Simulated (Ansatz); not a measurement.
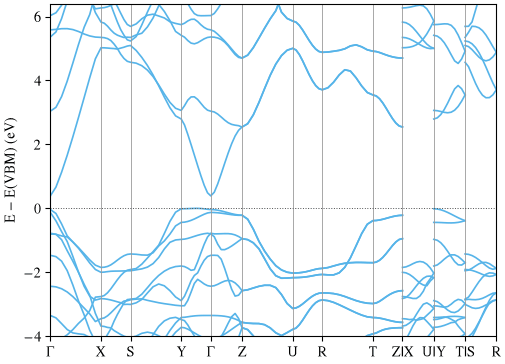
Band structure from PBEsol (plane waves, PAW; program Ansatz)

Q: Read off the gap and where the band edges lie.

A: About 0.4 eV (0.39 eV by a search for the band edges); maximum on the Y–Γ line, 52 % of the way from Y, minimum at Γ.

Q: Which compound is it?
A) ZnGaNO, Pmc2_1 (Zn on 2b, Ga on 2a, N on 2a, O on 2b)
B) FeS2, Pnnm (Fe on 2a, S on 4g)
C) MnF2, Pbcn (Mn on 4c, F on 8d)
D) Mg4Te3S, Pmm2 (Pearson symbol oP8)

A: A, ZnGaNO, Pmc2_1 (Zn on 2b, Ga on 2a, N on 2a, O on 2b)

The workflow started from a Materials Project entry (that database holds measured and hypothetical structures alike); the Crystallography Open Database copy checked does not list it. Its standing as an ambient phase is unchecked. The PBEsol relaxation kept the symmetry of its start; its stability against distortions is not shown here. Scalar-relativistic: spin–orbit coupling is off unless named, which matters more the heavier the elements.

Potentials: the later of the program's two PAW sets.
